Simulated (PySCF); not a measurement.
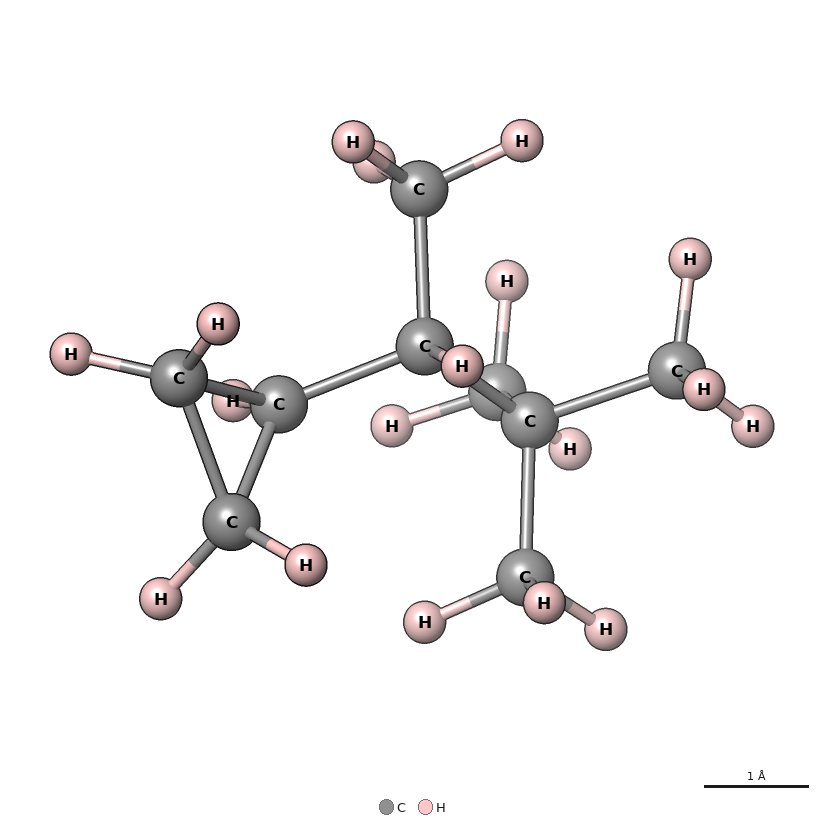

Atoms fade into the background with distance from the viewer. The geometry was computed by an optimisation with PBE0-D3(BJ)/def2-SVP. No frequency run is at hand to confirm it as a minimum. Masses are those of the most abundant isotopes; constants are for the rigid equilibrium geometry.

What kind of rotor is it, and what are its rotational constants in MHz?

Answer. An asymmetric top (C1): A = 2352, B = 1177, C = 988 MHz. Ray's parameter κ is −0.72, nearer the prolate limit.
